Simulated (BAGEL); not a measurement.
**SiHF3 (SMILES [H][Si](F)(F)F) at 4 levels**

We compute a comparison of 4 runs (B3LYP/6-31G*, B3LYP/6-311+G**, PBE0/6-311+G**, RI-MP2/6-311+G**) of SiHF3. 

The results are computed with BAGEL 1.2.2.

2 further runs of the same task are left out: 2 that didn't finish. Runs told in other sessions of the task aren't counted.

**1. The molecule**

SiHF3 has 5 atoms, charge 0, and is taken as a singlet. SMILES: `[H][Si](F)(F)F`. The shape is that of a GFN2-xTB optimisation.

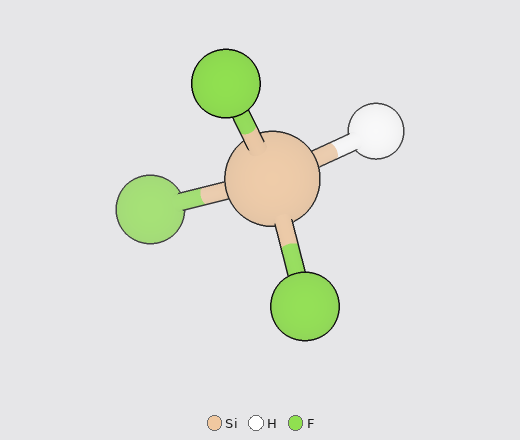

Viewed from a chosen angle; silicon light orange, hydrogen white, fluorine green.

**2. The energy at B3LYP/6-31G(d) (density fitting with qzvpp-jkfit, spherical functions) (run 1)**

The input, input.json:

```json
{ "bagel" : [

{
  "title" : "molecule",
  "basis" : "6-31gs.json",
  "df_basis" : "qzvpp-jkfit",
  "angstrom" : true,
  "geometry" : [
    { "atom" : "Si", "xyz" : [       0.000340,      -0.000830,       0.089700 ] },
    { "atom" : "H", "xyz" : [       0.013020,      -0.018610,       1.516860 ] },
    { "atom" : "F", "xyz" : [       1.447640,       0.010870,      -0.544430 ] },
    { "atom" : "F", "xyz" : [      -0.734060,       1.260040,      -0.516490 ] },
    { "atom" : "F", "xyz" : [      -0.726940,      -1.251460,      -0.545640 ] }
  ]
},

{ "title" : "ks", "xc_func" : "b3lyp" },

{ "title" : "print", "file" : "orbitals.molden", "orbitals" : true }

]}
```

The basis set 6-31G* is read from a file made from the Basis Set Exchange's data (not shown).

Command:

```bash
$ BAGEL_NUM_THREADS=1 BAGEL input.json > input.out
```

The program printed:

```text
* using 1 threads per process

  ===============================================================
  ===============================================================

  *** Geometry ***

  { "atom" : "Si", "xyz" : [      0.000643,     -0.001568,      0.169508 ] },
  { "atom" : "H", "xyz" : [      0.024604,     -0.035168,      2.866450 ] },
  { "atom" : "F", "xyz" : [      2.735643,      0.020541,     -1.028824 ] },
  { "atom" : "F", "xyz" : [     -1.387172,      2.381131,     -0.976025 ] },
  { "atom" : "F", "xyz" : [     -1.373718,     -2.364917,     -1.031110 ] },

  Number of auxiliary basis functions:      377

  Since a DF basis is specified, we compute 2- and 3-index integrals:
    o Being stored without compression. Storage requirement is 0.012 GB

  Number of basis functions:       62
  Number of electrons      :       42

    * METHOD: MOLECULE                             0.12

  *** Kohn-Sham DFT ***

    * Removing 8000 points whose weight is below 1.00e-10
    * Grid points: 66530

  === Nuclear Repulsion ===
   188.6278466158

       - DIIS with orbital gradients will be used.

  === KS iteration (b3lyp / 6-31gs.json) ===
      0       -569.25635423          0.15480983           0.18
      1       -554.75054473          0.20899033           0.15
      2       -574.70570608          0.15048958           0.13
      3       -589.44525714          0.02746274           0.13
      4       -589.76795584          0.00936154           0.13
      5       -589.78705477          0.00476706           0.13
      6       -589.79132755          0.00299020           0.13
      7       -589.79334072          0.00129412           0.13
      8       -589.79376441          0.00034223           0.13
      9       -589.79379494          0.00001808           0.13
     10       -589.79379504          0.00000268           0.13
     11       -589.79379504          0.00000134           0.13
     12       -589.79379504          0.00000096           0.13
     13       -589.79379504          0.00000009           0.13
     14       -589.79379504          0.00000012           0.13
     15       -589.79379504          0.00000001           0.13
     16       -589.79379504          0.00000001           0.13
    * SCF iteration converged.

    * Permanent dipole moment:
           (   -0.004786,     0.007786,    -0.710509) a.u.

    * METHOD: KS                                   2.50

    * METHOD: PRINT                                0.01

  ===============================================================
```

Wall time 2.8 s (1 thread of Arm Neoverse V1, shared host); peak memory 0.23 GiB.

**3. A single-point energy at B3LYP/6-311+G(d,p) (density fitting with qzvpp-jkfit) (run 2)**

The input, job.json:

```json
{ "bagel" : [

{
  "title" : "molecule",
  "basis" : "6-311+gss.json",
  "df_basis" : "qzvpp-jkfit",
  "angstrom" : true,
  "geometry" : [
    { "atom" : "Si", "xyz" : [       0.000340,      -0.000830,       0.089700 ] },
    { "atom" : "H", "xyz" : [       0.013020,      -0.018610,       1.516860 ] },
    { "atom" : "F", "xyz" : [       1.447640,       0.010870,      -0.544430 ] },
    { "atom" : "F", "xyz" : [      -0.734060,       1.260040,      -0.516490 ] },
    { "atom" : "F", "xyz" : [      -0.726940,      -1.251460,      -0.545640 ] }
  ]
},

{
  "title" : "ks",
  "xc_func" : "b3lyp"
},

{
  "title" : "print",
  "file" : "orbitals.molden",
  "orbitals" : true
}

]}
```

The basis set 6-311+G** is read from a file made from the Basis Set Exchange's data (not shown).

Command:

```bash
$ BAGEL_NUM_THREADS=1 BAGEL job.json > job.out
```

The program printed:

```text
* using 1 threads per process

  ===============================================================
  ===============================================================

  *** Geometry ***

  { "atom" : "Si", "xyz" : [      0.000643,     -0.001568,      0.169508 ] },
  { "atom" : "H", "xyz" : [      0.024604,     -0.035168,      2.866450 ] },
  { "atom" : "F", "xyz" : [      2.735643,      0.020541,     -1.028824 ] },
  { "atom" : "F", "xyz" : [     -1.387172,      2.381131,     -0.976025 ] },
  { "atom" : "F", "xyz" : [     -1.373718,     -2.364917,     -1.031110 ] },

  Number of auxiliary basis functions:      377

  Since a DF basis is specified, we compute 2- and 3-index integrals:
    o Being stored without compression. Storage requirement is 0.031 GB

  Number of basis functions:      102
  Number of electrons      :       42

    * METHOD: MOLECULE                             0.15

  *** Kohn-Sham DFT ***

    * Removing 8000 points whose weight is below 1.00e-10
    * Grid points: 66530

  === Nuclear Repulsion ===
   188.6278466158

       - DIIS with orbital gradients will be used.

  === KS iteration (b3lyp / 6-311+gss.json) ===
      0       -497.07396966          0.35866960           0.29
      1       -448.79539737          0.24715046           0.28
      2       -538.94957659          0.26720765           0.28
      3       -582.24229991          0.13738340           0.29
      4       -582.91491859          0.12723179           0.29
      5       -589.42478108          0.03298312           0.30
      6       -589.87774052          0.01076272           0.30
      7       -589.92868561          0.00249139           0.29
      8       -589.93026157          0.00047912           0.29
      9       -589.93031478          0.00016459           0.29
     10       -589.93031312          0.00018351           0.29
     11       -589.93032228          0.00000230           0.30
     12       -589.93032228          0.00000072           0.29
     13       -589.93032228          0.00000014           0.30
     14       -589.93032228          0.00000005           0.30
     15       -589.93032228          0.00000002           0.29
     16       -589.93032228          0.00000001           0.29
    * SCF iteration converged.

    * Permanent dipole moment:
           (   -0.006041,     0.009434,    -0.846733) a.u.

    * METHOD: KS                                   5.29

    * METHOD: PRINT                                0.02

  ===============================================================
```

Run time: 5.7 s. Hardware: 1 thread of Arm Neoverse V1, shared host; peak memory 0.33 GiB.

Run 3 isn't shown in full; the table further down has it.

**4. The energy at RI-MP2/6-311+G(d,p) (density fitting with qzvpp-jkfit) (run 4)**

The input, input.json:

```json
{ "bagel": [

{
  "title": "molecule",
  "basis": "6-311+gss.json",
  "df_basis": "qzvpp-jkfit",
  "angstrom": true,
  "geometry": [
    { "atom": "Si", "xyz": [       0.000340,      -0.000830,       0.089700 ] },
    { "atom": "H", "xyz": [       0.013020,      -0.018610,       1.516860 ] },
    { "atom": "F", "xyz": [       1.447640,       0.010870,      -0.544430 ] },
    { "atom": "F", "xyz": [      -0.734060,       1.260040,      -0.516490 ] },
    { "atom": "F", "xyz": [      -0.726940,      -1.251460,      -0.545640 ] }
  ]
},

{
  "title": "hf"
},

{
  "title": "mp2",
  "ncore": 8
}

]}
```

The basis set 6-311+G** is read from a file made from the Basis Set Exchange's data (not shown).

Command:

```bash
$ BAGEL_NUM_THREADS=1 BAGEL input.json > input.out
```

The program printed:

```text
* using 1 threads per process

  ===============================================================
  ===============================================================

  *** Geometry ***

  { "atom" : "Si", "xyz" : [      0.000643,     -0.001568,      0.169508 ] },
  { "atom" : "H", "xyz" : [      0.024604,     -0.035168,      2.866450 ] },
  { "atom" : "F", "xyz" : [      2.735643,      0.020541,     -1.028824 ] },
  { "atom" : "F", "xyz" : [     -1.387172,      2.381131,     -0.976025 ] },
  { "atom" : "F", "xyz" : [     -1.373718,     -2.364917,     -1.031110 ] },

  Number of auxiliary basis functions:      377

  Since a DF basis is specified, we compute 2- and 3-index integrals:
    o Being stored without compression. Storage requirement is 0.031 GB

  Number of basis functions:      102
  Number of electrons      :       42

    * METHOD: MOLECULE                             0.15

  *** RHF ***

  === Nuclear Repulsion ===
   188.6278466158

      * DIIS with orbital gradients will be used.

  === RHF iteration (6-311+gss.json) ===
      0       -587.66360271          0.03793328           0.06
      1       -587.92737543          0.02687632           0.06
      2       -588.11837911          0.00141663           0.06
      3       -588.11966223          0.00018452           0.06
      4       -588.11968737          0.00005548           0.06
      5       -588.11968975          0.00001434           0.06
      6       -588.11968992          0.00000241           0.06
      7       -588.11968992          0.00000074           0.06
      8       -588.11968992          0.00000026           0.06
      9       -588.11968992          0.00000004           0.06
     10       -588.11968992          0.00000001           0.06
     11       -588.11968992          0.00000000           0.06
    * SCF iteration converged.

    * Permanent dipole moment:
           (   -0.006796,     0.010651,    -0.957013) a.u.

    * METHOD: HF                                   0.85

  *** RHF ***

  === Nuclear Repulsion ===
   188.6278466158

      * DIIS with orbital gradients will be used.

  === RHF iteration (6-311+gss.json) ===
      0       -588.11968992          0.00000000           0.06
    * SCF iteration converged.

    * Permanent dipole moment:
           (   -0.006796,     0.010651,    -0.957013) a.u.

  === DF-MP2 calculation ===

    * freezing 8 orbitals
    * 3-index integral transformation done
    * assembly done

      MP2 correlation energy:   -0.7152597467      0.05

      MP2 total energy:       -588.8349496702

    * METHOD: MP2                                  0.18

  ===============================================================
```

Run time: 1.3 s. Hardware: 1 thread of Arm Neoverse V1, shared host; peak memory 0.11 GiB.

**5. All runs side by side**

```tsv
run	level	frozen core orbitals	energy (Eh)	dipole moment (D)	HOMO energy (eV)	LUMO energy (eV)	wall time
1	B3LYP/6-31G* (density fitting with qzvpp-jkfit, spherical functions)	–	-589.793795	1.81	-11.04	1.25	2.8 s
2	B3LYP/6-311+G** (density fitting with qzvpp-jkfit)	–	-589.930322	2.15	-11.55	-0.06	5.7 s
3	PBE0/6-311+G** (density fitting with qzvpp-jkfit)	–	-589.496775	2.16	-11.77	0.21	5.4 s
4	RI-MP2/6-311+G** (density fitting with qzvpp-jkfit)	8	-588.834950	–	–	–	1.3 s
```

**6. What came out**

| quantity | value |
| --- | --- |
| run 4: total energy | -588.83495 Eh |
| run 4: correlation energy (8 core orbitals frozen) | -715.3 mEh |

Over runs 1, 2, 3 the dipole moment (its size) runs from 1.81 D (B3LYP/6-31G*) to 2.16 D (PBE0/6-311+G**). The two ends differ in method and basis. Over runs 1, 2, 3 the HOMO–LUMO gap runs from 11.49 eV (B3LYP/6-311+G**) to 12.28 eV (B3LYP/6-31G*). Totals of different functionals can't be ranked against each other. All runs together took 15 s, the longest 5.7 s.
